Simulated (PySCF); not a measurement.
# C11H18F2O2: what the fields show

Input

```
{"job": {"xc": "KT3", "basis": "6-31G*", "kind": "nmr", "pop": true}, "charge": 0, "multiplicity": 1}
C      3.144787    -1.885855    -0.585928
C      1.755267    -1.435880    -1.025117
C      1.394471    -0.063933    -0.449889
F      2.382593     0.841152    -0.845556
C      0.087673     0.519275    -1.023288
C     -1.226206    -0.071066    -0.512830
F     -1.218923    -1.452934    -0.658306
C     -2.423036     0.432210    -1.349487
C     -2.553525     1.947198    -1.418533
C     -1.493873     0.283596     0.954044
C     -2.160146    -0.777923     1.764542
O     -1.212195     1.381632     1.368693
C      1.356147    -0.108601     1.083707
C      1.956323     1.064421     1.788792
O      0.842788    -1.040352     1.651863
H      3.894274    -1.155670    -0.883027
H      3.184599    -2.008205     0.494124
H      3.387331    -2.838568    -1.049139
H      1.715458    -1.376702    -2.114631
H      1.009141    -2.151894    -0.684257
H      0.077377     1.582089    -0.773027
H      0.130486     0.416535    -2.110331
H     -2.311237     0.017847    -2.354269
H     -3.330012     0.003748    -0.916260
H     -3.505447     2.209060    -1.873609
H     -2.517045     2.384898    -0.424116
H     -1.760518     2.384508    -2.018949
H     -1.399330    -1.518881     2.011620
H     -2.560251    -0.355077     2.681498
H     -2.935843    -1.279421     1.191994
H      1.338162     1.938215     1.585034
H      1.977366     0.881261     2.859294
H      2.956405     1.265139     1.412550
```

Launched as:

```sh
OMP_NUM_THREADS=1 python ens_run.py task.json out
```

Geometry: GFN2-xTB.

Computed with PySCF, KT3/6-31G*, SCF density, gas phase, non-relativistic.

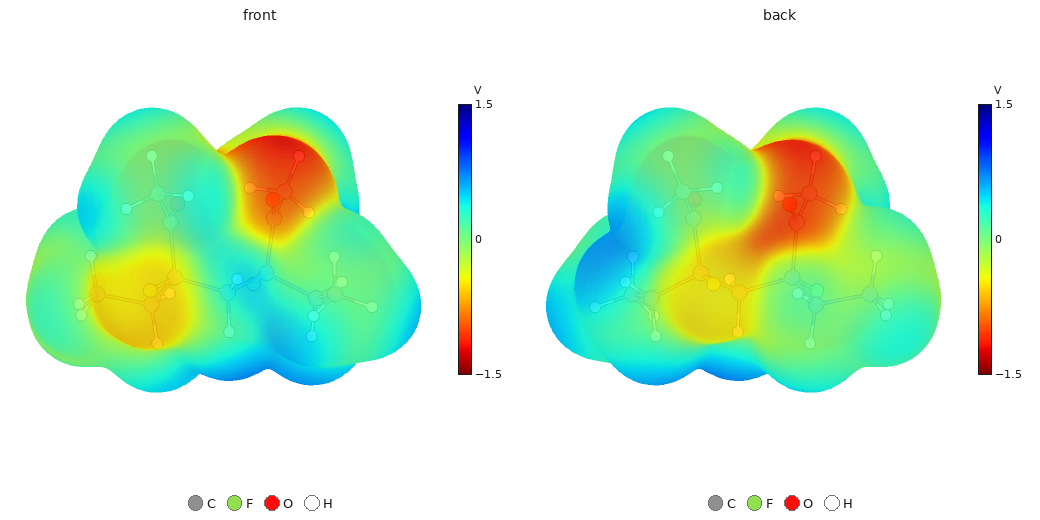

Figure 1. The molecular electrostatic potential painted on the density surface at 0.001 e/bohr³, seen from the front and from behind; red is negative and blue positive.

### Describe the electrostatic potential map.

The most negative region (about −1.2 V, or −28 kcal/mol for a unit charge) lies over O12 and O15, the most positive (about +0.7 V, or +16 kcal/mol for a unit charge) over H22, H23, H24 and H30.

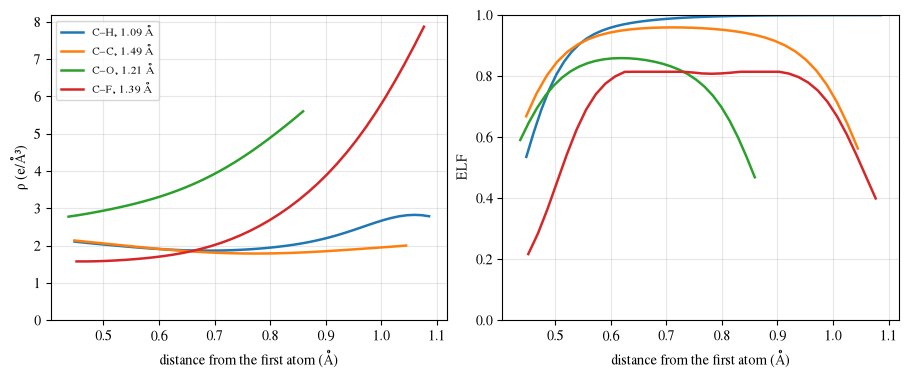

Figure 2. Electron density and electron localisation function along straight lines between neighbouring atoms. The curves leave out the atomic cores.

### Compare the contacts.

C–H (1.09 Å): ρ is about 2 e/Å³ halfway; the ELF climbs to about 1 towards the hydrogen, as it does in any bond to H; an ordinary covalent bond to hydrogen.
C–C (1.49 Å): ρ is about 1.8 e/Å³ halfway; the ELF peaks at about 0.95 between the atoms: a shared electron pair.
C–O (1.21 Å): ρ at the midpoint is about 3.3 e/Å³; the ELF peaks at about 0.85 between the atoms: a multiple bond.
C–F (1.39 Å): the density is about 2 e/Å³ at the midpoint, with its minimum of 1.6 e/Å³ about 0.5 Å from C; the ELF peaks at about 0.80 between the atoms (a shared but strongly polarised pair).
